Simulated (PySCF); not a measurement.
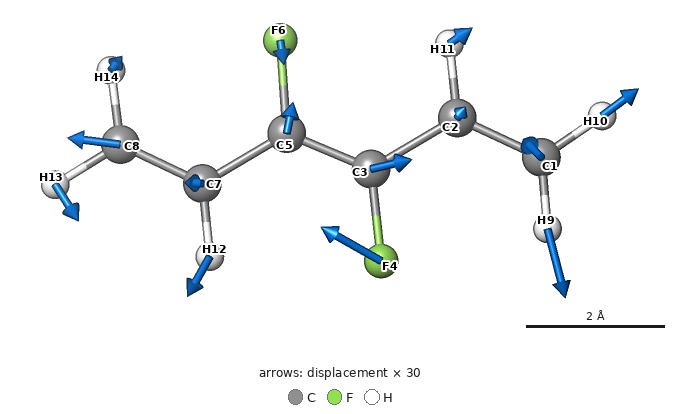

This is a relaxation of C6H6F2. The starting structure is drawn; blue arrows show the displacements, magnified 30 times. The two geometries are superimposed by the best rigid fit.

A ball-and-stick model, seen at a tilt.

The start comes from GFN2-xTB. Its atoms were then displaced at random by about 0.01 Å.

All numbers below come from PySCF 2.14.0, density-fitted response routines, PBE0-D3(BJ)/def2-SVP geometry optimisation, gas phase. 

Question: Describe the change and its energy.

Answer: Over 8 geometry steps the energy falls by 13.7 kJ/mol. The largest moves after the best rigid fit, 0.035 Å, are those of F4 and H9. Largest moves by element: H 0.035 Å, F 0.035 Å, C 0.026 Å. Among the contacts that change: C1–H9 1.046 → 1.092 Å, C5–F6 1.365 → 1.337 Å, C1–H10 1.067 → 1.091 Å, C3–C5 1.334 → 1.355 Å. Among the angles between lasting bonds that change: H13–C8–H14 114.2° → 117.9°, C2–C3–F4 114.2° → 116.6°. The run took 69 s on 1 thread of Arm Neoverse V1, on a shared host.
